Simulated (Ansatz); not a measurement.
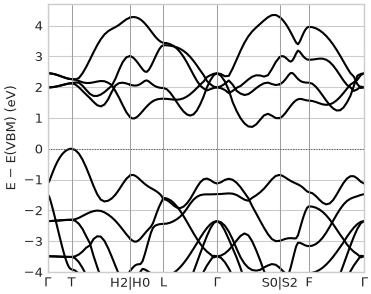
*Band structure from LDA (plane waves, PAW; program Ansatz)*

Task: Read off the gap and where the band edges lie.

Result: About 0.7 eV (0.70 eV by a search for the band edges); maximum at T, minimum on the Γ–S0 line, 54 % of the way from Γ.

Task: Pick the material that matches.
(A) TePb2S, R-3m (Te on 3b, Pb on 6c, S on 3a)
(B) SnPS3, R-3 (Sn on 6c, P on 6c, S on 18f)
(C) Mg2TeS, R3m (Mg on 3a, Mg on 3a, Te on 3a, S on 3a)
(D) MoS2, R3m (Mo on 3a, S on 3a, S on 3a)

Result: D, MoS2, R3m (Mo on 3a, S on 3a, S on 3a)

The LDA relaxation kept the symmetry of its start; of distortions, only those at the zone centre were tested. No spin polarisation was allowed. A crystal of weakly bound layers computed without a dispersion correction: the cell and the soft elastic constants depend strongly on that. Scalar-relativistic: spin–orbit coupling is off unless named, which matters more the heavier the elements.

Potentials: the later of the program's two PAW sets.
